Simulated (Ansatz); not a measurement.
# BSiHO (triplet): trial inputs and their diagnosis at distance O2–Si3 = 2.017 Å

3 inputs are run for BSiHO (triplet) as typed; the log has to tell whether the result can be used and what must change.

Program: Ansatz 0.2.0, Gaussian basis. Level of theory: the settings change from run to run. These are calculated values, not measurements.

13 further runs of the same task are left out: 12 that didn't finish, 1 set aside as unsound or not needed.

### 1 What is computed

The geometry derives from a PBE0/def2-TZVP stationary point (not a proven minimum). One bond is set to the value named and the two fragments are kept rigid.

4 atoms, charge 0, spin multiplicity 3.

Atoms are counted from 1 here; the program's logs count them from 0.

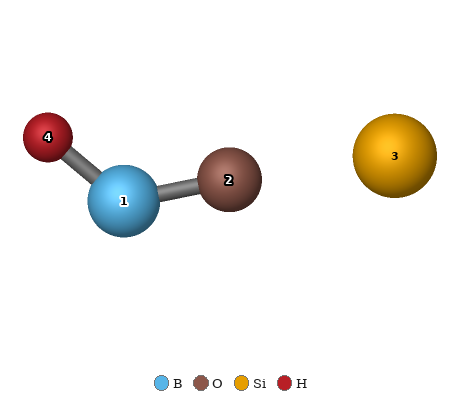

The structure; boron blue, oxygen brown, silicon amber, hydrogen red; atoms are numbered from 1 in the order of the file.

### 2 Try 1

Contents of in.yaml:

```yaml
crystal:
  periodic: [false, false, false]
  atoms:
    - {symbol: B, position_ang: [0.000011, -0.292656, 0.945536]}
    - {symbol: O, position_ang: [-0.000019, -0.174672, -0.350356]}
    - {symbol: Si, position_ang: [0.000006, -0.105724, -2.366178]}
    - {symbol: H, position_ang: [0.000003, 0.573051, 1.770999]}
basis:
  gaussian: {orbitals: cc-pVDZ}
magnetization: {spin_polarized: false, initial_magnetization: 2}
correlation: {method: fic_mrcisd_q, electrons: valence, active_space: {window: {electrons: 4, orbitals: 4}, places: [1, 2]}}
scf: {lower_state_search: off}
```

Launch:

```
$ ansatz run in.yaml --threads 1 --pin off --events-out ev --progress --plain --max-ram 2393MiB
```

Standard output:

```text
Error: invalid value for `correlation.active_space`: name one of window, places and ras
```

Run time: 0.03 s. Hardware: 1 thread of Intel Xeon at 2.50GHz, shared host.

**Diagnosis.** The run was refused. The active space is defined twice. Cure: keep one definition.

### 3 Try 2

Contents of in.yaml:

```yaml
crystal:
  periodic: [false, false, false]
  atoms:
    - {symbol: B, position_ang: [0.000011, -0.292656, 0.945536]}
    - {symbol: O, position_ang: [-0.000019, -0.174672, -0.350356]}
    - {symbol: Si, position_ang: [0.000006, -0.105724, -2.366178]}
    - {symbol: H, position_ang: [0.000003, 0.573051, 1.770999]}
basis:
  gaussian: {orbitals: 6-31G, fitting: {mean_field: def2-universal-jkfit}}
magnetization: {spin_polarized: false, initial_magnetization: 3}
correlation: {method: sc_nevpt2, electrons: outside_noble_gas, active_space: {window: {electrons: 8, orbitals: 6}}}
output: {forces: true}
```

The command is unchanged.

Standard output:

```text
Error: a molecule whose nuclei and cores have a total charge of 28 cannot have a net charge of 0 together with 3 unpaired electrons
```

It took 0.03 s on 1 thread of Intel Xeon at 2.50GHz, shared host.

Diagnosis: The run was refused. The number of unpaired electrons doesn't fit the electron count. To mend it, make charge and initial_magnetization agree.

### 4 Try 3

Contents of in.yaml:

```yaml
crystal:
  periodic: [false, false, false]
  atoms:
    - {symbol: B, position_ang: [0.000011, -0.292656, 0.945536]}
    - {symbol: O, position_ang: [-0.000019, -0.174672, -0.350356]}
    - {symbol: Si, position_ang: [0.000006, -0.105724, -2.366178]}
    - {symbol: H, position_ang: [0.000003, 0.573051, 1.770999]}
basis:
  gaussian: {orbitals: cc-pVDZ}
magnetization: {spin_polarized: true, initial_magnetization: 8}
correlation: {method: mp2, electrons: valence}
output: {forces: true}
```

The command is unchanged.

Standard output:

```text
Functional definition: HF
  name "HF"
  cite "Fock, Z. Phys. 61, 126 (1930) doi:10.1007/BF01340294"
  parent pbe
  exchange = exact_x
  correlation = 0
489 factors; integrals over basis functions are off by at most 9.0e-4 eV
mean field evaluation 1: about -10562.6761 eV, gradient 2.9e1 eV
mean field evaluation 2: about -10562.8461 eV, gradient 2.9e1 eV
mean field evaluation 4: about -10570.1358 eV, gradient 4.8e0 eV
mean field evaluation 8: about -10570.5495 eV, gradient 5.9e-1 eV
mean field evaluation 16: about -10570.5553 eV, gradient 1.8e-6 eV
mean field evaluation 32: about -10570.8765 eV, gradient 2.1e-6 eV
mean field evaluation 64: about -10570.7619 eV, gradient 5.3e-1 eV
mean field -10570.87654525 eV, -388.4725478405 hartree, gradient 3.0e-6 eV, S^2 20.013243; 11 other end points of the search recorded, 0 dependent functions left out
7 core orbitals not correlated: weight in the atoms' cores, before any rotation towards them, 1.000 or more for the frozen orbitals, at most 0.000 for the correlated occupied ones
reference -10570.87654525 eV, -388.4725478405 hartree; 11, 3 occupied and 33, 41 virtual orbitals, 489 factors
second order -5.43908515 eV of doubles, -0.00000000 eV of singles
the calculation of the forces begins
mean field evaluation 96: about -10570.8765 eV, gradient 3.0e-6 eV
Total energy: -10576.31563040 eV, -388.6724305330 hartree
Atom 0 at     0.000011    -0.292656     0.945536 Å, force     0.000308    -6.917142     6.377739 eV/Å
Atom 1 at    -0.000019    -0.174672    -0.350356 Å, force    -0.000254     2.093899    -4.042276 eV/Å
Atom 2 at     0.000006    -0.105724    -2.366178 Å, force     0.000038     0.213455    -4.248226 eV/Å
Atom 3 at     0.000003     0.573051     1.770999 Å, force    -0.000092     4.609787     1.912762 eV/Å
Dipole moment:    -0.000013     0.334053     0.787514 e Å
```

Run time: 4.5 s. Hardware: 1 thread of Intel Xeon at 2.50GHz, shared host.

What is wrong: The run converged, which proves nothing about the input. Far too many unpaired electrons are asked for. Its energy belongs to the state of multiplicity 9, not to the triplet that was meant. Cure: set initial_magnetization to that of the wanted state.

### 5 Summary

| try | level | ended | cause | time |
| --- | --- | --- | --- | --- |
| 1 | MRCISD+Q(4,4)/cc-pVDZ | refused | the active space is defined twice | 0.03 s |
| 2 | NEVPT2(8,6)/6-31G | refused | the number of unpaired electrons doesn't fit the electron count | 0.03 s |
| 3 | MP2 on UHF/cc-pVDZ | converged | far too many unpaired electrons are asked for | 4.5 s |

2 refused, 1 converged. The input that converges on a wrong geometry or spin is the dangerous one: no error points at it, so geometry and ⟨S²⟩ have to be checked.
